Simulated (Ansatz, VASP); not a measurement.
## KZnF3 in two plane-wave programs

One calculation is typed for both programs; each brings its own data sets and cutoff. How far apart do they land?

Calculated with Ansatz 0.2.0; plane waves, with VASP 6.6.1 beside it; single point at PBE.

### Step 1. The starting structure

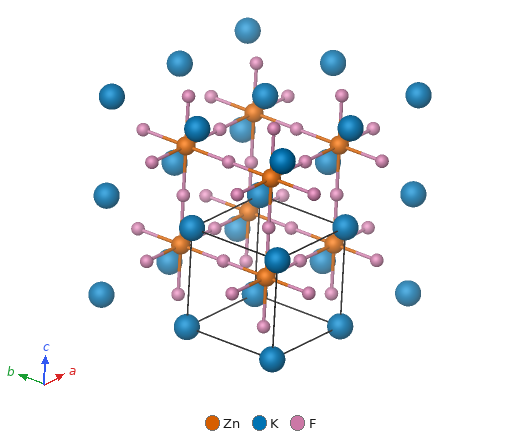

Start, viewed from a free direction; zinc orange, potassium blue, fluorine pink. 2×2×2 cells are drawn. Some periodic images of atoms are drawn too.

Coordinates:

```cif
data_structure
_symmetry_space_group_name_H-M 'Pm-3m'
_symmetry_Int_Tables_number 221
_cell_length_a 4.0500
_cell_length_b 4.0500
_cell_length_c 4.0500
_cell_angle_alpha 90.000
_cell_angle_beta 90.000
_cell_angle_gamma 90.000
_cell_volume 66.43
loop_
_atom_site_label
_atom_site_type_symbol
_atom_site_symmetry_multiplicity
_atom_site_Wyckoff_symbol
_atom_site_fract_x
_atom_site_fract_y
_atom_site_fract_z
_atom_site_occupancy
Zn1 Zn 1 b 0.50000 0.50000 0.50000 1
K1 K 1 a 0.00000 0.00000 0.00000 1
F1 F 3 c 0.50000 0.00000 0.50000 1
```

### Step 2. VASP: single point, PBE

A single point gives forces, pressure and levels at one fixed geometry, so differences don't come from the geometry; what else differs is listed under the comparison.

Lines of VASP's logs that name or quote its potential files are left out, and so is its time.

INCAR

```
SYSTEM = KZnF3
PREC = Accurate
ENCUT = 520
EDIFF = 1E-06
NELM = 100
ISMEAR = -1
SIGMA = 0.05
LREAL = .FALSE.
ALGO = Normal
GGA = PE
NBANDS = 27
LORBIT = 11
LWAVE = .FALSE.
LCHARG = .FALSE.
KPAR = 2
ISIF = 2
```

POSCAR

```
KZnF3
1.0
    4.0500000000      0.0000000000      0.0000000000
    0.0000000000      4.0500000000      0.0000000000
    0.0000000000      0.0000000000      4.0500000000
Zn K F
1 1 3
Direct
    0.5000000000      0.5000000000      0.5000000000
    0.0000000000      0.0000000000      0.0000000000
    0.5000000000      0.0000000000      0.5000000000
    0.0000000000      0.5000000000      0.5000000000
    0.5000000000      0.5000000000      0.0000000000
```

KPOINTS

```
Automatic mesh
0
Gamma
7 7 7
0 0 0
```

The projector-augmented-wave data sets are Zn, K_sv and F (PBE family, release 64).

The run is started by

```console
$ mpirun -np 2 vasp_std
```

Numbers of over 12 decimals in the logs are rounded to 6 here.

Output:

```text
[banner, memory and clock lines left out]
running    2 mpi-ranks, on    1 nodes
 distrk:  each k-point on    1 cores,    2 groups
 distr:  one band on    1 cores,    1 groups

 POSCAR found type information on POSCAR ZnK F
 POSCAR found :  3 types and       5 ions
 LDA part: xc-table for (Slater+PW92), standard interpolation
 POSCAR, INCAR and KPOINTS ok, starting setup
 FFT: planning ... GRIDC
 FFT: planning ... GRID_SOFT
 FFT: planning ... GRID
 WAVECAR not read
 entering main loop
       N       E                     dE             d eps       ncg     rms          rms(c)
DAV:   1     0.445037105515E+03    0.44504E+03   -0.22601E+04  1080   0.188E+03
DAV:   2     0.144106640661E+02   -0.43063E+03   -0.41283E+03  1238   0.460E+02
DAV:   3    -0.216934913084E+02   -0.36104E+02   -0.35905E+02  1319   0.145E+02
DAV:   4    -0.225002996968E+02   -0.80681E+00   -0.80542E+00  1645   0.199E+01
DAV:   5    -0.225094885333E+02   -0.91888E-02   -0.91835E-02  1423   0.178E+00    0.115E+01
DAV:   6    -0.202304843944E+02    0.22790E+01   -0.72229E+00  1608   0.373E+01    0.704E+00
DAV:   7    -0.202862691680E+02   -0.55785E-01   -0.13841E+00  1191   0.778E+00    0.450E+00
DAV:   8    -0.202975977205E+02   -0.11329E-01   -0.48064E-01  1498   0.134E+01    0.151E+00
DAV:   9    -0.202641174557E+02    0.33480E-01   -0.87114E-02  1658   0.872E+00    0.492E-01
DAV:  10    -0.202626169214E+02    0.15005E-02   -0.57626E-02  1588   0.541E+00    0.249E-01
DAV:  11    -0.202625544499E+02    0.62471E-04   -0.91277E-03  1402   0.108E+00    0.113E-01
DAV:  12    -0.202626372129E+02   -0.82763E-04   -0.36596E-04  1210   0.158E-01    0.104E-01
DAV:  13    -0.202624840223E+02    0.15319E-03   -0.11725E-03  1698   0.108E+00    0.221E-02
DAV:  14    -0.202624894567E+02   -0.54343E-05   -0.15134E-04  1538   0.216E-01    0.102E-02
DAV:  15    -0.202624887387E+02    0.71799E-06   -0.15354E-05  1525   0.378E-02    0.294E-03
DAV:  16    -0.202624887239E+02    0.14793E-07   -0.72080E-07   708   0.956E-03
   1 F= -.20262489E+02 E0= -.20262489E+02  d E =-.676488E-10
```

Parts of OUTCAR (step 2):

```text
ion  position               nearest neighbor table
   1  0.500  0.500  0.500-   3 2.02   4 2.02   5 2.02   5 2.02   3 2.02   4 2.02
   2  0.000  0.000  0.000-
   3  0.500  0.000  0.500-   1 2.02   1 2.02
   4  0.000  0.500  0.500-   1 2.02   1 2.02
   5  0.500  0.500  0.000-   1 2.02   1 2.02

  LATTYP: Found a simple cubic cell.
 ALAT       =     4.0500000000

 Subroutine GETGRP returns: Found 48 space group operations
 (whereof 48 operations were pure point group operations)

The static configuration has the point symmetry O_h .

 Found     20 irreducible k-points:

   k-points           NKPTS =     20   k-points in BZ     NKDIM =     20   number of bands    NBANDS=     27

   dimension x,y,z NGX =    30 NGY =   30 NGZ =   30
   dimension x,y,z NGXF=    60 NGYF=   60 NGZF=   60

   ENCUT  =  520.0 eV  38.22 Ry    6.18 a.u.   7.53  7.53  7.53*2*pi/ulx,y,z

   NELECT =      42.0000    total number of electrons

 k-points in reciprocal lattice and weights: Automatic mesh
   0.00000000  0.00000000  0.00000000       0.003
   0.14285714  0.00000000  0.00000000       0.017
   0.28571429  0.00000000  0.00000000       0.017
   0.42857143  0.00000000  0.00000000       0.017
   0.14285714  0.14285714  0.00000000       0.035
   0.28571429  0.14285714  0.00000000       0.070
   0.42857143  0.14285714  0.00000000       0.070
   0.28571429  0.28571429  0.00000000       0.035
   0.42857143  0.28571429  0.00000000       0.070
[...]
0.42857143  0.42857143  0.28571429       0.070
   0.42857143  0.42857143  0.42857143       0.023

 average (electrostatic) potential at core
       1 -36.7602       2 -35.0808       3 -78.2303       4 -78.2303       5 -78.2303

 E-fermi :   0.2639

 k-point     1 :       0.0000    0.0000    0.0000
  band No.  band energies     occupation
    ...
     17      -2.8184      2.00000
     18      -2.8184      2.00000
     19      -2.6119      2.00000
     20      -2.6119      2.00000
     21      -2.6119      2.00000
     22       3.0357      0.00000
     23       7.9407      0.00000
     24       7.9407      0.00000
     25       8.6495      0.00000
     26      10.2737      0.00000
    ...

 k-point     2 :       0.1429    0.0000    0.0000
  band No.  band energies     occupation
    ...
     17      -2.7896      2.00000
     18      -2.7896      2.00000
     19      -2.6164      2.00000
     20      -2.5987      2.00000
     21      -2.5987      2.00000
     22       3.4375      0.00000
     23       8.1018      0.00000
     24       8.1085      0.00000
     25       8.8457      0.00000
     26      10.2858      0.00000
    ...

 k-point     3 :       0.2857    0.0000    0.0000
  band No.  band energies     occupation
    ...
     17      -2.7716      2.00000
     18      -2.7716      2.00000
     19      -2.5342      2.00000
     20      -2.5342      2.00000
     21      -2.4975      2.00000
     22       4.4502      0.00000
     23       8.1412      0.00000
     24       8.5032      0.00000
     25       9.6328      0.00000
     26      10.3077      0.00000
    ...

  Total        2.0362933      2.0362933      2.0362933     -0.0000000     -0.0000000     -0.0000000
  in kB       49.1117993     49.1117993     49.1117993     -0.0000000     -0.0000000     -0.0000000
  external PRESSURE =      49.1117993 kB  Pullay stress =       0.0000000 kB

  energy-cutoff  :      520.00
  volume of cell :       66.43
      direct lattice vectors                 reciprocal lattice vectors
     4.050000000  0.000000000  0.000000000     0.246913580  0.000000000  0.000000000
     0.000000000  4.050000000  0.000000000     0.000000000  0.246913580  0.000000000
     0.000000000  0.000000000  4.050000000     0.000000000  0.000000000  0.246913580

 POSITION                                       TOTAL-FORCE (eV/Angst)
 -----------------------------------------------------------------------------------
      2.02500      2.02500      2.02500         0.000000      0.000000      0.000000
      0.00000      0.00000      0.00000         0.000000      0.000000      0.000000
      2.02500      0.00000      2.02500         0.000000      0.000000      0.000000
      0.00000      2.02500      2.02500         0.000000      0.000000      0.000000
      2.02500      2.02500      0.00000         0.000000      0.000000      0.000000
 -----------------------------------------------------------------------------------
    total drift:                                0.000000      0.000000     -0.000000

  FREE ENERGIE OF THE ION-ELECTRON SYSTEM (eV)
  ---------------------------------------------------
  free  energy   TOTEN  =       -20.2624887239 eV

  energy  without entropy=      -20.2624887238  energy(sigma->0) =      -20.26248872

 total charge
# of ion       s       p       d       tot
------------------------------------------
    1        0.342   0.373   9.955  10.670
    2        1.955   5.591   0.023   7.569
    3        1.734   4.368   0.000   6.102
    4        1.734   4.368   0.000   6.102
    5        1.734   4.368   0.000   6.102
--------------------------------------------------
tot          7.498  19.067   9.978  36.544

[... 3 further parts left out ...]
```

The run ends at a pressure of 4.91 GPa.

### Step 3. Ansatz: single point, PBE

Ansatz runs on its default PAW (the set named soft_2) files.

The same cell, functional, mesh and smearing now go to Ansatz, which takes its cutoff from its data sets.

input.yaml

```yaml
crystal:
  lattice:
    - [4.05, 0.0, 0.0]
    - [0.0, 4.05, 0.0]
    - [0.0, 0.0, 4.05]
  atoms:
    - { symbol: Zn, position: [0.5, 0.5, 0.5] }
    - { symbol: K, position: [0.0, 0.0, 0.0] }
    - { symbol: F, position: [0.5, 0.0, 0.5] }
    - { symbol: F, position: [0.0, 0.5, 0.5] }
    - { symbol: F, position: [0.5, 0.5, 0.0] }
hamiltonian:
  xc: pbe
  pseudopotentials: { kind: paw }
kpoints:
  mp_grid: { grid: [7, 7, 7] }
scf:
  occupations: { method: fermi_dirac, width: 0.05 }
  n_extra_bands: 5
output:
  forces: true
  stress: true
  eigenvalues: true
```

The run is started by

```console
$ ansatz run input.yaml --threads 2 --pin off --max-ram 4608MiB --backend cpu --events-out ev --progress --plain --runs-dir out
```

Output:

```text
scf.n_extra_bands = 5 over 21 filled bands (N_el = 42.0): the run solves 26 bands
Engine: ansatz 0.2.0, aarch64-unknown-linux-gnu
Pseudopotentials: kind: paw
Pseudopotential: Zn, paw, valence charge 12, recommended cutoff 420 eV (normal), Zn.paw.azcp
Pseudopotential: K, paw, valence charge 9, recommended cutoff 420 eV (normal), K.paw.azcp
Pseudopotential: F, paw, valence charge 7, recommended cutoff 420 eV (normal), F.paw.azcp
Functional definition: PBE
  parameter kappa = 0.804
  parameter beta = 0.066725
  exchange = pbe_x(kappa = kappa, mu = beta*pi^2/3)
  correlation = pbe_c(beta = beta)
Crystal: 5 atoms, lattice volume = 66.430 Å³
Basis set: ecut = 420 eV, 1309 PW (Γ), exchange–correlation on 60×60×60 points (8 copies of the dense FFT grid, shifted against one another)
Bands: 26, of which v1, the nominal top of the filled ones, is band 21 counted from 1 (20 counted from 0)
Symmetry: 48 space group operations
Space group: Pm-3m (ITA 221), of the structure as read, at distance tolerance 4.1e-5 Å
k-points: 20 of 343
Non-local potential: Zn, projectors of the file, l = 0: 2, l = 1: 2, l = 2: 3, l = 3: 1
Non-local potential: K, projectors of the file, l = 0: 3, l = 1: 2, l = 2: 2
Non-local potential: F, projectors of the file, l = 0: 2, l = 1: 2, l = 2: 1
PAW form: soft (Blöchl's): semilocal exchange-correlation on the pseudo side does not see the compensation charge
PAW one-centre angular grid: Zn, 590 points (default); XC on 64 Gauss nodes
PAW one-centre angular grid: K, 110 points (default); XC on 64 Gauss nodes
PAW one-centre angular grid: F, 110 points (default); XC on 64 Gauss nodes
Initial density: superposition of atomic densities (neutral atoms: chi_scale 0, normalization atom), corrected by the library's trained network
Initial wavefunctions: pseudopotential atomic-orbital guess
Functional: x = pbe(κ = 0.804, μ = 0.219515), c = pbe(β = 0.066725)
SCF iter   1: F=—  HF=-7286.256863 eV  |F-HF|=—  |Δ(HF+E_count)|=         —  Δρ=5.23e-4  dr2=9.29e-5  ethr=1.77e-3  ⟨swp⟩=6.0  Hψ=2464  notcnv=0
preconditioner: auto → Resta (q_TF=auto, 2.528 Å⁻¹)  ε∞=3.9  [insulator: Δε(μ)=3.965 eV  Ē_g=17.247 eV  σ=0.050 eV  W_gap=1.00  n_scr=18 (ndim 8)  ℏωp=29.5 eV  f_vac=0.047  D(μ)=0.00/eV (n_scr^D=0)  ε∞_Penn≈3.9]
SCF iter   2: F=—  HF=-7286.257499 eV  |F-HF|=—  |Δ(HF+E_count)|=   6.36e-4  Δρ=2.97e-4  dr2=4.46e-5  ethr=2.21e-7  ⟨swp⟩=2.5  Hψ=1159  notcnv=0
SCF iter   3: F=—  HF=-7286.257637 eV  |F-HF|=—  |Δ(HF+E_count)|=   1.38e-4  Δρ=3.01e-4  dr2=3.43e-5  ethr=1.06e-7  ⟨swp⟩=2.0  Hψ=900  notcnv=0  defer=1
SCF iter   4: F=—  HF=-7286.257628 eV  |F-HF|=—  |Δ(HF+E_count)|=   9.30e-6  Δρ=7.54e-5  dr2=2.95e-6  ethr=8.18e-8  ⟨swp⟩=2.1  Hψ=750  notcnv=0  defer=1
SCF iter   5: F=—  HF=-7286.257628 eV  |F-HF|=—  |Δ(HF+E_count)|=   7.92e-7  Δρ=1.33e-5  dr2=1.27e-7  ethr=7.02e-9  ⟨swp⟩=2.0  Hψ=833  notcnv=0  defer=1
SCF iter   6: F=-7286.257629 eV  HF=-7286.257629 eV  |F-HF|=1.01e-7  |Δ(HF+E_count)|=   2.07e-7  Δρ=1.17e-5  dr2=6.07e-8  ethr=2.38e-10  ⟨swp⟩=7.2  Hψ=2220  notcnv=0
SCF 1 converged in 6 iterations: F = -7286.257629 eV  dr2 = 6.07e-8
  greatest PAW one-centre occupation: 0.994 electrons in one spin orbital (limit 2), on the Zn atom at site 0 (counted from 0), in its partial waves of l = 2
SCF converged after 6 iterations
Free energy (F): -7286.257629 eV
Harris-Foulkes:  -7286.257629 eV  (|F-HF|=1.01e-7)
Internal energy: -7286.257629 eV  (E = F + TS)
E sigma→0 (E₀):  -7286.257629 eV
Fermi energy:    6.202248 eV
--- Per-component energies (eV) ---
  E_band       = -149.180059
  E_kinetic    = 1007.002166
  E_local      = -4054.974735  (includes V_loc(G=0)·N_el)
  E_nonlocal   = 857.947153
  E_hartree    = 1602.091549
  E_xc         = -511.252339
  E_vxc        = -523.237733  (∫ρ·V_xc dr)
  E_paw        = -3220.933045  (= ΣΔE_a)
  E_vpaw       = -640.107156  (= ΣTr[D̂ρ^β])
  E_aug_tail   = 0.005808  (compensation charges beyond the density's cutoff)
  E_ewald      = -2966.144187
  E_smearing   = -0.000000  (= −TS)
  E_closure    = -0.000000  (closes the sum)
  Σ components = -7286.257629   (vs F -7286.257629, Δ=0.00e0)
--- Forces (eV/Å), atoms counted from 1 ---
  atom   1  Zn     0.00000000     0.00000000     0.00000000
  atom   2  K      0.00000000    -0.00000000     0.00000000
  atom   3  F      0.00000000    -0.00000000    -0.00000000
  atom   4  F      0.00000000    -0.00000000    -0.00000000
  atom   5  F      0.00000000     0.00000000    -0.00000000
  max |Σ_I F_I| component: 1.90e-28 eV/Å
--- Stress (GPa, compression-positive) ---
        4.553664       0.000000       0.000000
        0.000000       4.553664       0.000000
        0.000000       0.000000       4.553664
  P = ⅓ Tr σ = 4.5537 GPa (45.537 kbar)
--- Band table (eV; the first three rows and the last of 20) ---
  k-point 0: bands = [... 17 lower, 2.1864, 2.3941, 2.3941, 2.3941, 8.0832, 12.9604, 12.9604, 13.6839, ... 1 higher]
  k-point 1: bands = [... 17 lower, 2.2133, 2.3795, 2.4049, 2.4049, 8.4832, 13.1208, 13.1264, 13.8775, ... 1 higher]
  k-point 2: bands = [... 17 lower, 2.2323, 2.4616, 2.4616, 2.4783, 9.4930, 13.1636, 13.5159, 14.6503, ... 1 higher]
  k-point 19: bands = [... 17 lower, 2.6977, 2.7325, 4.0989, 4.0989, 12.5400, 12.8992, 12.8992, 14.6850, ... 1 higher]
```

Wall time 2 s (2 threads of Arm Neoverse N1, shared host); peak memory 0.34 GiB; 3.6 s of CPU time.

The run ends at a pressure of 4.55 GPa.

### Step 4. Side by side

Known differences besides the PAW data sets themselves: the cutoff is 420 eV in Ansatz and 520 eV in VASP; VASP leaves aspherical gradient terms in its spheres out (LASPH is not set), Ansatz keeps them. Total energies have different zeros and are not compared.

Both answers:

```
              quantity  Ansatz   VASP  difference
        pressure (GPa)    4.55   4.91       -0.36
gap on the k mesh (eV)   3.974  3.906      +0.068
```

Ansatz's pressure holds a Pulay correction of 0.61 GPa; VASP's holds none.

### Step 5. What came out

| Quantity | Value |
| --- | --- |
| difference in gap on the k mesh (single point, PBE) | 0.068 eV |

**Reading.** The difference in gap on the k mesh is 0.068 eV (single point, PBE), within the 0.08 eV picked in this series as the mark of a large difference. How closely two codes agree says nothing of how well the functional describes the real material.

[Lines on the potential files, build, host, timing and source positions are cut from VASP's logs without a mark.]

[Logs are printed without paths, hosts, clocks, repeated set-up lines and the standing remarks that a program may print on its own settings, such as how far it seeks lower states.]

[Hosts, paths, dates, database ids (printed as entryN), source tags and the programs' standing remarks are cut or masked in the printed files.]
